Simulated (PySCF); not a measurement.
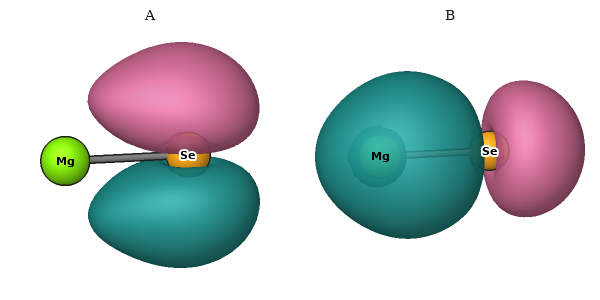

Figure. MgSe (charge −1, doublet). Two frontier β-spin orbitals, each drawn at the value that holds 80 % of its norm (teal and pink are the two phases), in no order; of a degenerate pair one member is drawn.

Method: PySCF 2.14.0, PBE0/aug-cc-pVDZ(-PP), non-relativistic Hamiltonian with scalar-relativistic core potentials where named, at a bond length of 2.363 Å.

Q: Label each orbital by symmetry, say whether it is occupied, and order them by energy.

A: Orbital B: σ, occupied in this spin, −2.06 eV; shared between the atoms (Mg 35 %, Se 65 %).
Orbital A: π, occupied in this spin, −0.79 eV; mainly on Se (85 %).
